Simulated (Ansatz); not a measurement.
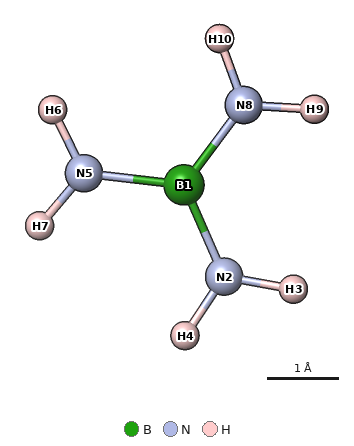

**Figure 1.** The structure as given in the input (ball-and-stick view, seen on its broad side; atoms are numbered from 1 in the order of the input). Bond lengths as drawn: B–N 1.42 to 1.43 Å and H–N 1.00 Å.

Molecular dynamics, with input and output: BN₃H₆ (part 1 of 3)

The run: molecular dynamics of BN₃H₆. Method and program: RKS BHLYP/def2-SVP (Ansatz 0.2.0).

It belongs to a series of runs on one base structure; here: dynamics from the start. Figures and captions count atoms from 1; the log counts them from 0 in places.

### Output
```
Engine: ansatz 0.2.0, aarch64-unknown-linux-gnu
Functional definition: BHLYP
  parameter a = 0.5
  exchange = (1 - a)*b88_x + a*exact_x
  correlation = lyp_c
977 factors; integrals over basis functions are off by at most 4.6e-4 eV
mean field evaluation 1: about -5231.7616 eV, gradient 6.7e1 eV
mean field evaluation 2: about -5233.3246 eV, gradient 6.0e1 eV
mean field evaluation 4: about -5240.5452 eV, gradient 3.1e-1 eV
mean field evaluation 8: about -5240.5462 eV, gradient 2.0e-3 eV
mean field -5240.54618464 eV, -192.5865201156 hartree, gradient 1.5e-5 eV, S^2 0.000000; 0 other end points of the search recorded, 0 dependent functions left out
the calculation of the forces begins
reference -5240.54634192 eV, -192.5865258957 hartree; 16, 16 occupied and 70, 70 virtual orbitals, 977 factors
md step     0: t =     0.00 fs  T =   180.0 K  F+E_penalty+E_count = -5240.54618464 eV  E_kin = 0.232668 eV  (22 SCF iters)
these checks for a lower state are left out or cut short: starts, cluster_reference, orbital_swaps, neighbouring_geometries, increment
977 factors; integrals over basis functions are off by at most 4.8e-4 eV
mean field evaluation 16: about -5240.4999 eV, gradient 3.2e-2 eV
mean field -5240.49992707 eV, -192.5848201815 hartree, gradient 3.1e-5 eV, S^2 0.000000; 0 other end points of the search recorded, 0 dependent functions left out
the calculation of the forces begins
reference -5240.50008508 eV, -192.5848259882 hartree; 16, 16 occupied and 70, 70 virtual orbitals, 977 factors
md step     1: t =     1.00 fs  T =   188.5 K  F+E_penalty+E_count = -5240.49992707 eV  E_kin = 0.243656 eV  (24 SCF iters)
[... from here on the SCF iterations and repeated set-up lines of each step are left out, up to the last step ...]
md step     2: t =     2.00 fs  T =   130.2 K  F+E_penalty+E_count = -5240.42588102 eV  E_kin = 0.168292 eV  (24 SCF iters)
md step     3: t =     3.00 fs  T =    94.7 K  F+E_penalty+E_count = -5240.40134629 eV  E_kin = 0.122446 eV  (24 SCF iters)
md step     4: t =     4.00 fs  T =   116.8 K  F+E_penalty+E_count = -5240.42773935 eV  E_kin = 0.150971 eV  (24 SCF iters)
md step     5: t =     5.00 fs  T =   116.1 K  F+E_penalty+E_count = -5240.44454656 eV  E_kin = 0.150118 eV  (24 SCF iters)
md step     6: t =     6.00 fs  T =   109.1 K  F+E_penalty+E_count = -5240.42542007 eV  E_kin = 0.140990 eV  (24 SCF iters)
md step     7: t =     7.00 fs  T =   142.9 K  F+E_penalty+E_count = -5240.42377564 eV  E_kin = 0.184655 eV  (23 SCF iters)
md step     8: t =     8.00 fs  T =   156.1 K  F+E_penalty+E_count = -5240.45269097 eV  E_kin = 0.201794 eV  (24 SCF iters)
md step     9: t =     9.00 fs  T =   165.5 K  F+E_penalty+E_count = -5240.45279079 eV  E_kin = 0.213862 eV  (24 SCF iters)
md step    10: t =    10.00 fs  T =   135.5 K  F+E_penalty+E_count = -5240.43563836 eV  E_kin = 0.175116 eV  (24 SCF iters)
md step    11: t =    11.00 fs  T =   114.6 K  F+E_penalty+E_count = -5240.42108895 eV  E_kin = 0.148158 eV  (24 SCF iters)
md step    12: t =    12.00 fs  T =   144.6 K  F+E_penalty+E_count = -5240.41508615 eV  E_kin = 0.186866 eV  (23 SCF iters)
md step    13: t =    13.00 fs  T =   140.4 K  F+E_penalty+E_count = -5240.39767888 eV  E_kin = 0.181428 eV  (24 SCF iters)
md step    14: t =    14.00 fs  T =   120.5 K  F+E_penalty+E_count = -5240.35958853 eV  E_kin = 0.155733 eV  (24 SCF iters)
md step    15: t =    15.00 fs  T =   121.3 K  F+E_penalty+E_count = -5240.34867621 eV  E_kin = 0.156809 eV  (23 SCF iters)
md step    16: t =    16.00 fs  T =   153.6 K  F+E_penalty+E_count = -5240.38004982 eV  E_kin = 0.198574 eV  (23 SCF iters)
md step    17: t =    17.00 fs  T =   159.3 K  F+E_penalty+E_count = -5240.41087964 eV  E_kin = 0.205884 eV  (24 SCF iters)
md step    18: t =    18.00 fs  T =   159.9 K  F+E_penalty+E_count = -5240.43103513 eV  E_kin = 0.206676 eV  (24 SCF iters)
md step    19: t =    19.00 fs  T =   162.3 K  F+E_penalty+E_count = -5240.42134385 eV  E_kin = 0.209796 eV  (24 SCF iters)
md step    20: t =    20.00 fs  T =   174.0 K  F+E_penalty+E_count = -5240.40628988 eV  E_kin = 0.224895 eV  (24 SCF iters)
md step    21: t =    21.00 fs  T =   171.7 K  F+E_penalty+E_count = -5240.42952936 eV  E_kin = 0.221911 eV  (24 SCF iters)
md step    22: t =    22.00 fs  T =   171.0 K  F+E_penalty+E_count = -5240.44621923 eV  E_kin = 0.221081 eV  (24 SCF iters)
md step    23: t =    23.00 fs  T =   119.6 K  F+E_penalty+E_count = -5240.40087226 eV  E_kin = 0.154576 eV  (24 SCF iters)
md step    24: t =    24.00 fs  T =   124.8 K  F+E_penalty+E_count = -5240.37149139 eV  E_kin = 0.161283 eV  (23 SCF iters)
md step    25: t =    25.00 fs  T =   144.8 K  F+E_penalty+E_count = -5240.38528546 eV  E_kin = 0.187177 eV  (24 SCF iters)
md step    26: t =    26.00 fs  T =   149.4 K  F+E_penalty+E_count = -5240.37279308 eV  E_kin = 0.193110 eV  (24 SCF iters)
md step    27: t =    27.00 fs  T =   130.0 K  F+E_penalty+E_count = -5240.35906628 eV  E_kin = 0.167994 eV  (24 SCF iters)
md step    28: t =    28.00 fs  T =   175.2 K  F+E_penalty+E_count = -5240.37658253 eV  E_kin = 0.226526 eV  (24 SCF iters)
md step    29: t =    29.00 fs  T =   206.6 K  F+E_penalty+E_count = -5240.40524573 eV  E_kin = 0.267004 eV  (24 SCF iters)
md step    30: t =    30.00 fs  T =   163.7 K  F+E_penalty+E_count = -5240.40135706 eV  E_kin = 0.211652 eV  (25 SCF iters)
md step    31: t =    31.00 fs  T =   107.4 K  F+E_penalty+E_count = -5240.38682770 eV  E_kin = 0.138865 eV  (24 SCF iters)
md step    32: t =    32.00 fs  T =   108.6 K  F+E_penalty+E_count = -5240.40929006 eV  E_kin = 0.140363 eV  (23 SCF iters)
md step    33: t =    33.00 fs  T =   113.2 K  F+E_penalty+E_count = -5240.43558370 eV  E_kin = 0.146312 eV  (23 SCF iters)
md step    34: t =    34.00 fs  T =   123.8 K  F+E_penalty+E_count = -5240.43704787 eV  E_kin = 0.160050 eV  (23 SCF iters)
md step    35: t =    35.00 fs  T =   129.3 K  F+E_penalty+E_count = -5240.42927597 eV  E_kin = 0.167117 eV  (24 SCF iters)
md step    36: t =    36.00 fs  T =   141.3 K  F+E_penalty+E_count = -5240.43093993 eV  E_kin = 0.182692 eV  (24 SCF iters)
md step    37: t =    37.00 fs  T =   136.6 K  F+E_penalty+E_count = -5240.43638456 eV  E_kin = 0.176610 eV  (24 SCF iters)
md step    38: t =    38.00 fs  T =   164.9 K  F+E_penalty+E_count = -5240.44196142 eV  E_kin = 0.213132 eV  (23 SCF iters)
md step    39: t =    39.00 fs  T =   183.2 K  F+E_penalty+E_count = -5240.43519059 eV  E_kin = 0.236858 eV  (23 SCF iters)
md step    40: t =    40.00 fs  T =   166.4 K  F+E_penalty+E_count = -5240.40857683 eV  E_kin = 0.215087 eV  (24 SCF iters)
md step    41: t =    41.00 fs  T =   158.5 K  F+E_penalty+E_count = -5240.38985792 eV  E_kin = 0.204931 eV  (23 SCF iters)
md step    42: t =    42.00 fs  T =   193.8 K  F+E_penalty+E_count = -5240.41266075 eV  E_kin = 0.250561 eV  (23 SCF iters)
md step    43: t =    43.00 fs  T =   159.3 K  F+E_penalty+E_count = -5240.43739586 eV  E_kin = 0.205965 eV  (23 SCF iters)
md step    44: t =    44.00 fs  T =    98.8 K  F+E_penalty+E_count = -5240.41084827 eV  E_kin = 0.127763 eV  (24 SCF iters)
md step    45: t =    45.00 fs  T =   103.5 K  F+E_penalty+E_count = -5240.38229353 eV  E_kin = 0.133826 eV  (24 SCF iters)
md step    46: t =    46.00 fs  T =   116.8 K  F+E_penalty+E_count = -5240.39310221 eV  E_kin = 0.151029 eV  (25 SCF iters)
md step    47: t =    47.00 fs  T =   135.5 K  F+E_penalty+E_count = -5240.41378549 eV  E_kin = 0.175138 eV  (24 SCF iters)
md step    48: t =    48.00 fs  T =   112.0 K  F+E_penalty+E_count = -5240.41021252 eV  E_kin = 0.144723 eV  (24 SCF iters)
md step    49: t =    49.00 fs  T =   107.7 K  F+E_penalty+E_count = -5240.40408399 eV  E_kin = 0.139205 eV  (24 SCF iters)
md step    50: t =    50.00 fs  T =   135.4 K  F+E_penalty+E_count = -5240.41127402 eV  E_kin = 0.175006 eV  (24 SCF iters)
md step    51: t =    51.00 fs  T =   144.7 K  F+E_penalty+E_count = -5240.41090421 eV  E_kin = 0.187087 eV  (24 SCF iters)
md step    52: t =    52.00 fs  T =   129.9 K  F+E_penalty+E_count = -5240.39343192 eV  E_kin = 0.167901 eV  (24 SCF iters)
md step    53: t =    53.00 fs  T =   127.2 K  F+E_penalty+E_count = -5240.38286316 eV  E_kin = 0.164469 eV  (24 SCF iters)
md step    54: t =    54.00 fs  T =   138.7 K  F+E_penalty+E_count = -5240.40524140 eV  E_kin = 0.179231 eV  (24 SCF iters)
md step    55: t =    55.00 fs  T =   160.7 K  F+E_penalty+E_count = -5240.41746702 eV  E_kin = 0.207669 eV  (24 SCF iters)
md step    56: t =    56.00 fs  T =   149.9 K  F+E_penalty+E_count = -5240.37535547 eV  E_kin = 0.193706 eV  (24 SCF iters)
md step    57: t =    57.00 fs  T =   117.1 K  F+E_penalty+E_count = -5240.33107266 eV  E_kin = 0.151374 eV  (24 SCF iters)
md step    58: t =    58.00 fs  T =   128.2 K  F+E_penalty+E_count = -5240.33605211 eV  E_kin = 0.165697 eV  (24 SCF iters)
md step    59: t =    59.00 fs  T =   198.6 K  F+E_penalty+E_count = -5240.38926464 eV  E_kin = 0.256708 eV  (24 SCF iters)
md step    60: t =    60.00 fs  T =   219.5 K  F+E_penalty+E_count = -5240.42048937 eV  E_kin = 0.283717 eV  (24 SCF iters)
md step    61: t =    61.00 fs  T =   191.7 K  F+E_penalty+E_count = -5240.40023226 eV  E_kin = 0.247792 eV  (24 SCF iters)
md step    62: t =    62.00 fs  T =   146.4 K  F+E_penalty+E_count = -5240.38919997 eV  E_kin = 0.189271 eV  (24 SCF iters)
md step    63: t =    63.00 fs  T =   172.4 K  F+E_penalty+E_count = -5240.40136444 eV  E_kin = 0.222794 eV  (24 SCF iters)
md step    64: t =    64.00 fs  T =   163.8 K  F+E_penalty+E_count = -5240.40371256 eV  E_kin = 0.211708 eV  (24 SCF iters)
md step    65: t =    65.00 fs  T =   162.6 K  F+E_penalty+E_count = -5240.39487811 eV  E_kin = 0.210191 eV  (24 SCF iters)
md step    66: t =    66.00 fs  T =   121.8 K  F+E_penalty+E_count = -5240.37033136 eV  E_kin = 0.157437 eV  (24 SCF iters)
md step    67: t =    67.00 fs  T =   107.5 K  F+E_penalty+E_count = -5240.35452827 eV  E_kin = 0.138956 eV  (24 SCF iters)
md step    68: t =    68.00 fs  T =   122.1 K  F+E_penalty+E_count = -5240.37242064 eV  E_kin = 0.157879 eV  (24 SCF iters)
md step    69: t =    69.00 fs  T =   135.5 K  F+E_penalty+E_count = -5240.37806617 eV  E_kin = 0.175174 eV  (24 SCF iters)
md step    70: t =    70.00 fs  T =   127.2 K  F+E_penalty+E_count = -5240.33785879 eV  E_kin = 0.164470 eV  (24 SCF iters)
md step    71: t =    71.00 fs  T =   126.1 K  F+E_penalty+E_count = -5240.30069818 eV  E_kin = 0.163001 eV  (24 SCF iters)
md step    72: t =    72.00 fs  T =   121.8 K  F+E_penalty+E_count = -5240.31894813 eV  E_kin = 0.157392 eV  (24 SCF iters)
md step    73: t =    73.00 fs  T =   203.8 K  F+E_penalty+E_count = -5240.36390627 eV  E_kin = 0.263494 eV  (24 SCF iters)
md step    74: t =    74.00 fs  T =   190.3 K  F+E_penalty+E_count = -5240.35877798 eV  E_kin = 0.246035 eV  (23 SCF iters)
md step    75: t =    75.00 fs  T =   168.0 K  F+E_penalty+E_count = -5240.31771540 eV  E_kin = 0.217118 eV  (24 SCF iters)
md step    76: t =    76.00 fs  T =   164.2 K  F+E_penalty+E_count = -5240.29453205 eV  E_kin = 0.212292 eV  (24 SCF iters)
md step    77: t =    77.00 fs  T =   203.8 K  F+E_penalty+E_count = -5240.33639512 eV  E_kin = 0.263485 eV  (24 SCF iters)
md step    78: t =    78.00 fs  T =   231.1 K  F+E_penalty+E_count = -5240.37156567 eV  E_kin = 0.298775 eV  (23 SCF iters)
md step    79: t =    79.00 fs  T =   175.6 K  F+E_penalty+E_count = -5240.31287903 eV  E_kin = 0.226943 eV  (24 SCF iters)
md step    80: t =    80.00 fs  T =   155.1 K  F+E_penalty+E_count = -5240.27195034 eV  E_kin = 0.200432 eV  (24 SCF iters)
md step    81: t =    81.00 fs  T =   184.8 K  F+E_penalty+E_count = -5240.30053315 eV  E_kin = 0.238933 eV  (24 SCF iters)
md step    82: t =    82.00 fs  T =   240.4 K  F+E_penalty+E_count = -5240.37172756 eV  E_kin = 0.310693 eV  (24 SCF iters)
md step    83: t =    83.00 fs  T =   235.0 K  F+E_penalty+E_count = -5240.41135794 eV  E_kin = 0.303759 eV  (24 SCF iters)
md step    84: t =    84.00 fs  T =   175.1 K  F+E_penalty+E_count = -5240.36766649 eV  E_kin = 0.226372 eV  (24 SCF iters)
md step    85: t =    85.00 fs  T =   174.9 K  F+E_penalty+E_count = -5240.33336935 eV  E_kin = 0.226100 eV  (24 SCF iters)
md step    86: t =    86.00 fs  T =   168.9 K  F+E_penalty+E_count = -5240.34172823 eV  E_kin = 0.218329 eV  (24 SCF iters)
md step    87: t =    87.00 fs  T =   187.2 K  F+E_penalty+E_count = -5240.35414368 eV  E_kin = 0.241984 eV  (24 SCF iters)
md step    88: t =    88.00 fs  T =   191.1 K  F+E_penalty+E_count = -5240.33324077 eV  E_kin = 0.247046 eV  (24 SCF iters)
md step    89: t =    89.00 fs  T =   183.0 K  F+E_penalty+E_count = -5240.29350108 eV  E_kin = 0.236538 eV  (25 SCF iters)
md step    90: t =    90.00 fs  T =   197.3 K  F+E_penalty+E_count = -5240.29486480 eV  E_kin = 0.255013 eV  (24 SCF iters)
md step    91: t =    91.00 fs  T =   216.6 K  F+E_penalty+E_count = -5240.35025349 eV  E_kin = 0.279921 eV  (24 SCF iters)
md step    92: t =    92.00 fs  T =   237.8 K  F+E_penalty+E_count = -5240.40901377 eV  E_kin = 0.307391 eV  (24 SCF iters)
md step    93: t =    93.00 fs  T =   209.9 K  F+E_penalty+E_count = -5240.40827032 eV  E_kin = 0.271314 eV  (24 SCF iters)
md step    94: t =    94.00 fs  T =   153.3 K  F+E_penalty+E_count = -5240.37591599 eV  E_kin = 0.198180 eV  (24 SCF iters)
md step    95: t =    95.00 fs  T =   156.2 K  F+E_penalty+E_count = -5240.38317861 eV  E_kin = 0.201845 eV  (23 SCF iters)
md step    96: t =    96.00 fs  T =   144.3 K  F+E_penalty+E_count = -5240.40106591 eV  E_kin = 0.186527 eV  (23 SCF iters)
md step    97: t =    97.00 fs  T =   154.3 K  F+E_penalty+E_count = -5240.37862211 eV  E_kin = 0.199505 eV  (24 SCF iters)
md step    98: t =    98.00 fs  T =   123.5 K  F+E_penalty+E_count = -5240.32661715 eV  E_kin = 0.159680 eV  (24 SCF iters)
md step    99: t =    99.00 fs  T =    89.8 K  F+E_penalty+E_count = -5240.32156443 eV  E_kin = 0.116132 eV  (24 SCF iters)
md step   100: t =   100.00 fs  T =   139.2 K  F+E_penalty+E_count = -5240.36168913 eV  E_kin = 0.179957 eV  (23 SCF iters)
md step   101: t =   101.00 fs  T =   174.7 K  F+E_penalty+E_count = -5240.39954679 eV  E_kin = 0.225767 eV  (24 SCF iters)
md step   102: t =   102.00 fs  T =   216.3 K  F+E_penalty+E_count = -5240.40467132 eV  E_kin = 0.279528 eV  (24 SCF iters)
md step   103: t =   103.00 fs  T =   192.5 K  F+E_penalty+E_count = -5240.37177187 eV  E_kin = 0.248882 eV  (24 SCF iters)
md step   104: t =   104.00 fs  T =   194.4 K  F+E_penalty+E_count = -5240.35534384 eV  E_kin = 0.251228 eV  (23 SCF iters)
md step   105: t =   105.00 fs  T =   159.8 K  F+E_penalty+E_count = -5240.37373896 eV  E_kin = 0.206502 eV  (24 SCF iters)
md step   106: t =   106.00 fs  T =   178.5 K  F+E_penalty+E_count = -5240.37310362 eV  E_kin = 0.230747 eV  (24 SCF iters)
md step   107: t =   107.00 fs  T =   132.7 K  F+E_penalty+E_count = -5240.33171854 eV  E_kin = 0.171576 eV  (24 SCF iters)
md step   108: t =   108.00 fs  T =   168.0 K  F+E_penalty+E_count = -5240.31205852 eV  E_kin = 0.217198 eV  (24 SCF iters)
md step   109: t =   109.00 fs  T =   225.0 K  F+E_penalty+E_count = -5240.33789336 eV  E_kin = 0.290834 eV  (24 SCF iters)
md step   110: t =   110.00 fs  T =   254.0 K  F+E_penalty+E_count = -5240.36762627 eV  E_kin = 0.328275 eV  (24 SCF iters)
md step   111: t =   111.00 fs  T =   259.4 K  F+E_penalty+E_count = -5240.37071272 eV  E_kin = 0.335305 eV  (24 SCF iters)
md step   112: t =   112.00 fs  T =   232.0 K  F+E_penalty+E_count = -5240.37204292 eV  E_kin = 0.299896 eV  (24 SCF iters)
md step   113: t =   113.00 fs  T =   198.2 K  F+E_penalty+E_count = -5240.37702692 eV  E_kin = 0.256189 eV  (24 SCF iters)
md step   114: t =   114.00 fs  T =   178.6 K  F+E_penalty+E_count = -5240.35909785 eV  E_kin = 0.230862 eV  (24 SCF iters)
md step   115: t =   115.00 fs  T =   148.3 K  F+E_penalty+E_count = -5240.32639836 eV  E_kin = 0.191711 eV  (24 SCF iters)
md step   116: t =   116.00 fs  T =   129.8 K  F+E_penalty+E_count = -5240.32120468 eV  E_kin = 0.167749 eV  (24 SCF iters)
md step   117: t =   117.00 fs  T =   173.8 K  F+E_penalty+E_count = -5240.35983368 eV  E_kin = 0.224650 eV  (24 SCF iters)
md step   118: t =   118.00 fs  T =   164.8 K  F+E_penalty+E_count = -5240.39142046 eV  E_kin = 0.212960 eV  (24 SCF iters)
md step   119: t =   119.00 fs  T =   173.6 K  F+E_penalty+E_count = -5240.39793178 eV  E_kin = 0.224356 eV  (24 SCF iters)
md step   120: t =   120.00 fs  T =   256.5 K  F+E_penalty+E_count = -5240.41816597 eV  E_kin = 0.331522 eV  (24 SCF iters)
md step   121: t =   121.00 fs  T =   300.0 K  F+E_penalty+E_count = -5240.45414483 eV  E_kin = 0.387814 eV  (24 SCF iters)
md step   122: t =   122.00 fs  T =   285.3 K  F+E_penalty+E_count = -5240.47322789 eV  E_kin = 0.368798 eV  (24 SCF iters)
md step   123: t =   123.00 fs  T =   290.7 K  F+E_penalty+E_count = -5240.45925491 eV  E_kin = 0.375771 eV  (24 SCF iters)
md step   124: t =   124.00 fs  T =   252.5 K  F+E_penalty+E_count = -5240.43052346 eV  E_kin = 0.326353 eV  (24 SCF iters)
md step   125: t =   125.00 fs  T =   257.6 K  F+E_penalty+E_count = -5240.41494119 eV  E_kin = 0.332921 eV  (24 SCF iters)
md step   126: t =   126.00 fs  T =   242.5 K  F+E_penalty+E_count = -5240.40470004 eV  E_kin = 0.313464 eV  (24 SCF iters)
md step   127: t =   127.00 fs  T =   218.8 K  F+E_penalty+E_count = -5240.39288980 eV  E_kin = 0.282868 eV  (24 SCF iters)
md step   128: t =   128.00 fs  T =   226.9 K  F+E_penalty+E_count = -5240.37553220 eV  E_kin = 0.293280 eV  (24 SCF iters)
md step   129: t =   129.00 fs  T =   211.4 K  F+E_penalty+E_count = -5240.35226646 eV  E_kin = 0.273221 eV  (24 SCF iters)
md step   130: t =   130.00 fs  T =   220.2 K  F+E_penalty+E_count = -5240.33755546 eV  E_kin = 0.284637 eV  (24 SCF iters)
md step   131: t =   131.00 fs  T =   175.7 K  F+E_penalty+E_count = -5240.34272013 eV  E_kin = 0.227106 eV  (23 SCF iters)
md step   132: t =   132.00 fs  T =   170.3 K  F+E_penalty+E_count = -5240.35532383 eV  E_kin = 0.220134 eV  (24 SCF iters)
md step   133: t =   133.00 fs  T =   177.4 K  F+E_penalty+E_count = -5240.34751796 eV  E_kin = 0.229276 eV  (24 SCF iters)
md step   134: t =   134.00 fs  T =   165.7 K  F+E_penalty+E_count = -5240.32056789 eV  E_kin = 0.214126 eV  (24 SCF iters)
md step   135: t =   135.00 fs  T =   156.2 K  F+E_penalty+E_count = -5240.33015769 eV  E_kin = 0.201941 eV  (24 SCF iters)
md step   136: t =   136.00 fs  T =   172.6 K  F+E_penalty+E_count = -5240.39550788 eV  E_kin = 0.223060 eV  (24 SCF iters)
md step   137: t =   137.00 fs  T =   205.8 K  F+E_penalty+E_count = -5240.45372338 eV  E_kin = 0.266073 eV  (24 SCF iters)
md step   138: t =   138.00 fs  T =   165.7 K  F+E_penalty+E_count = -5240.44130515 eV  E_kin = 0.214238 eV  (24 SCF iters)
md step   139: t =   139.00 fs  T =   165.7 K  F+E_penalty+E_count = -5240.39628492 eV  E_kin = 0.214174 eV  (24 SCF iters)
md step   140: t =   140.00 fs  T =   159.7 K  F+E_penalty+E_count = -5240.38618309 eV  E_kin = 0.206405 eV  (24 SCF iters)
md step   141: t =   141.00 fs  T =   160.5 K  F+E_penalty+E_count = -5240.39695512 eV  E_kin = 0.207516 eV  (24 SCF iters)
md step   142: t =   142.00 fs  T =   158.3 K  F+E_penalty+E_count = -5240.36180383 eV  E_kin = 0.204680 eV  (24 SCF iters)
md step   143: t =   143.00 fs  T =   104.5 K  F+E_penalty+E_count = -5240.30796471 eV  E_kin = 0.135048 eV  (24 SCF iters)
md step   144: t =   144.00 fs  T =    95.6 K  F+E_penalty+E_count = -5240.28083547 eV  E_kin = 0.123613 eV  (23 SCF iters)
md step   145: t =   145.00 fs  T =    79.8 K  F+E_penalty+E_count = -5240.26205371 eV  E_kin = 0.103112 eV  (24 SCF iters)
md step   146: t =   146.00 fs  T =    80.9 K  F+E_penalty+E_count = -5240.25015056 eV  E_kin = 0.104624 eV  (24 SCF iters)
md step   147: t =   147.00 fs  T =    97.0 K  F+E_penalty+E_count = -5240.25107255 eV  E_kin = 0.125446 eV  (24 SCF iters)
md step   148: t =   148.00 fs  T =   148.7 K  F+E_penalty+E_count = -5240.26059156 eV  E_kin = 0.192253 eV  (24 SCF iters)
md step   149: t =   149.00 fs  T =   182.3 K  F+E_penalty+E_count = -5240.27250551 eV  E_kin = 0.235689 eV  (24 SCF iters)
md step   150: t =   150.00 fs  T =   177.6 K  F+E_penalty+E_count = -5240.30729200 eV  E_kin = 0.229521 eV  (24 SCF iters)
md step   151: t =   151.00 fs  T =   201.9 K  F+E_penalty+E_count = -5240.34514322 eV  E_kin = 0.260954 eV  (24 SCF iters)
md step   152: t =   152.00 fs  T =   239.6 K  F+E_penalty+E_count = -5240.35456719 eV  E_kin = 0.309750 eV  (24 SCF iters)
md step   153: t =   153.00 fs  T =   228.1 K  F+E_penalty+E_count = -5240.34943296 eV  E_kin = 0.294844 eV  (24 SCF iters)
md step   154: t =   154.00 fs  T =   251.6 K  F+E_penalty+E_count = -5240.35670652 eV  E_kin = 0.325198 eV  (24 SCF iters)
md step   155: t =   155.00 fs  T =   263.2 K  F+E_penalty+E_count = -5240.35988255 eV  E_kin = 0.340219 eV  (24 SCF iters)
md step   156: t =   156.00 fs  T =   241.2 K  F+E_penalty+E_count = -5240.32558920 eV  E_kin = 0.311793 eV  (24 SCF iters)
md step   157: t =   157.00 fs  T =   233.5 K  F+E_penalty+E_count = -5240.26909048 eV  E_kin = 0.301875 eV  (24 SCF iters)
md step   158: t =   158.00 fs  T =   269.9 K  F+E_penalty+E_count = -5240.26196515 eV  E_kin = 0.348933 eV  (24 SCF iters)
md step   159: t =   159.00 fs  T =   294.9 K  F+E_penalty+E_count = -5240.28810950 eV  E_kin = 0.381230 eV  (24 SCF iters)
```
